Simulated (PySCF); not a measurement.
# TiO2 (titanium dioxide): levels of theory compared

We compute a comparison of 6 runs (BHLYP/aug-cc-pVDZ, M06-2X/aug-cc-pVDZ, SVWN5/aug-cc-pVDZ, TPSS/aug-cc-pVDZ, revPBE/aug-cc-pVDZ, wB97X/aug-cc-pVDZ) of TiO2 (titanium dioxide). Input form: a Python script.

The results are computed with PySCF 2.14.0.

### 1 The molecule

TiO2 has 3 atoms, charge 0, and is taken as a singlet. As SMILES, `[O]=[Ti]=[O]`. Geometry: relaxed at PBE0-D4/def2-TZVP.

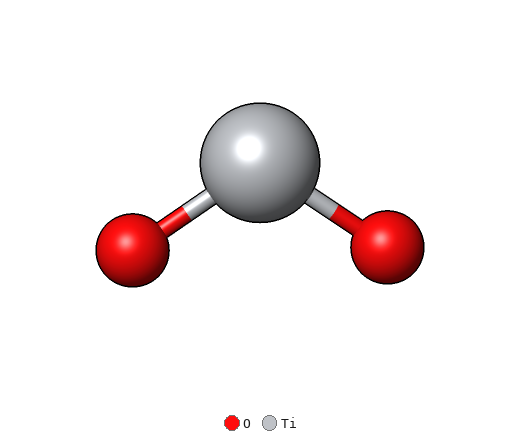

The structure, seen from a chosen angle (oxygen red, titanium light grey).

### 2 A single-point energy at BHLYP/aug-cc-pVDZ (run 1)

job.py

```python
# [O]=[Ti]=[O]
from pyscf import gto, dft

mol = gto.M(
    atom='''
O      1.740438     1.755178     0.840172
Ti     0.255113    -0.929745     0.626633
O     -1.995740    -0.825432    -1.466805
''',
    verbose=3,
    spin=0,
    basis='aug-cc-pvdz',
    max_memory=1860,
    unit='bohr',
)

ks = dft.RKS(mol, xc='bhandhlyp')
ks.grids.level = 5
ks.conv_tol = 1e-10
ks.kernel()
if not ks.converged:
    ks = ks.newton().run(ks.mo_coeff, ks.mo_occ)

e_final = ks.e_tot
print('E = %.10f Eh' % e_final)
```

Run with:

```bash
$ OMP_NUM_THREADS=1 python job.py
```

What it wrote:

```text
converged SCF energy = -999.852720939448
E = -999.8527209394 Eh
```

Wall time 24 s (1 thread of Intel Xeon at 2.70GHz, shared host); peak memory 0.53 GiB.

### 3 The energy at M06-2X/aug-cc-pVDZ (run 2)

calc.py

```python
from pyscf import gto, dft

mol = gto.M(
    atom=[
    ('O', (0.921000, 0.928800, 0.444600)),
    ('Ti', (0.135000, -0.492000, 0.331600)),
    ('O', (-1.056100, -0.436800, -0.776200)),
],
    verbose=3,
    max_memory=1860,
    charge=0,
    basis='aug-cc-pvdz',
)

calc0 = dft.RKS(mol)
calc0.xc = 'm06-2x'
calc0.grids.level = 5
calc0.conv_tol = 1e-10
calc0.kernel()
if not calc0.converged:
    calc0 = calc0.newton().run(calc0.mo_coeff, calc0.mo_occ)

energy = calc0.e_tot
print('Final energy', energy)
```

Run with:

```bash
$ OMP_NUM_THREADS=1 python calc.py
```

What it wrote:

```text
converged SCF energy = -999.866893442834
Final energy -999.8668934428337
```

It took 35 s on 1 thread of Intel Xeon at 2.70GHz, shared host; peak memory 0.56 GiB.

Run 3 isn't shown in full; the table further down has it.

### 4 The energy at TPSS/aug-cc-pVDZ (run 4)

input.py

```python
# [O]=[Ti]=[O]
from pyscf import gto, dft

mol = gto.Mole()
mol.atom = '''
O      0.921000     0.928800     0.444600
Ti     0.135000    -0.492000     0.331600
O     -1.056100    -0.436800    -0.776200
'''
mol.charge = 0
mol.spin = 0
mol.verbose = 4
mol.max_memory = 1860
mol.basis = 'aug-cc-pvdz'
mol.build()

mf = dft.RKS(mol)
mf.xc = 'tpss'
mf.grids.level = 5
mf.conv_tol = 1e-10
mf.kernel()
if not mf.converged:
    mf = mf.newton().run(mf.mo_coeff, mf.mo_occ)

e_tot = mf.e_tot
print('E(%s) = %.9f' % ('TPSS', e_tot))
```

Run with:

```bash
$ OMP_NUM_THREADS=1 python input.py
```

What it wrote:

```text
PySCF version 2.14.0

[... 78 lines left out ...]
converged SCF energy = -1000.07621807494
E(TPSS) = -1000.076218075
```

Wall time 30 s (1 thread of Intel Xeon at 2.70GHz, shared host); peak memory 0.56 GiB.

Run 5 isn't shown in full; the table further down has it.

### 5 The energy at wB97X/aug-cc-pVDZ (run 6)

calc.py

```python
from pyscf import gto, dft

system = gto.M(
    atom='''
O      0.921000     0.928800     0.444600
Ti     0.135000    -0.492000     0.331600
O     -1.056100    -0.436800    -0.776200
''',
    max_memory=1860,
    charge=0,
    spin=0,
    verbose=3,
    basis='aug-cc-pvdz',
)

myscf = dft.RKS(system, xc='wb97x')
myscf.conv_tol = 1e-10
myscf.grids.level = 5
myscf.kernel()
if not myscf.converged:
    myscf = myscf.newton().run(myscf.mo_coeff, myscf.mo_occ)

energy = myscf.e_tot
print('E = %.10f Eh' % energy)
```

Run with:

```bash
$ OMP_NUM_THREADS=1 python calc.py
```

What it wrote:

```text
converged SCF energy = -999.939439830916
E = -999.9394398309 Eh
```

Run time: 64 s. Hardware: 1 thread of Intel Xeon at 2.70GHz, shared host; peak memory 0.53 GiB.

### 6 All runs side by side

| run | level | energy (Eh) | dipole moment (D) | HOMO energy (eV) | LUMO energy (eV) | wall time |
| --- | --- | --- | --- | --- | --- | --- |
| 1 | BHLYP/aug-cc-pVDZ | -999.852721 | 7.12 | -8.84 | -2.54 | 24 s |
| 2 | M06-2X/aug-cc-pVDZ | -999.866893 | 6.99 | -8.87 | -2.59 | 35 s |
| 3 | SVWN5/aug-cc-pVDZ | -996.941870 | 6.27 | -6.03 | -3.64 | 11 s |
| 4 | TPSS/aug-cc-pVDZ | -1000.076218 | 6.43 | -5.84 | -3.30 | 30 s |
| 5 | revPBE/aug-cc-pVDZ | -999.883729 | 6.32 | -5.72 | -3.43 | 19 s |
| 6 | wB97X/aug-cc-pVDZ | -999.939440 | 6.94 | -9.72 | -0.84 | 64 s |

### 7 Summary of results

| quantity | value |
| --- | --- |
| run 6: total energy | -999.93944 Eh |
| run 6: dipole moment | 6.94 D |
| run 6: HOMO energy | -9.72 eV |
| run 6: LUMO energy | -0.84 eV |
| run 6: HOMO–LUMO gap | 8.88 eV |

The dipole moment (its size) runs from 6.27 D (SVWN5/aug-cc-pVDZ) to 7.12 D (BHLYP/aug-cc-pVDZ). The HOMO–LUMO gap runs from 2.29 eV (revPBE/aug-cc-pVDZ) to 8.88 eV (wB97X/aug-cc-pVDZ). Totals of different functionals can't be ranked against each other. All runs together took 3 min, the longest 64 s.
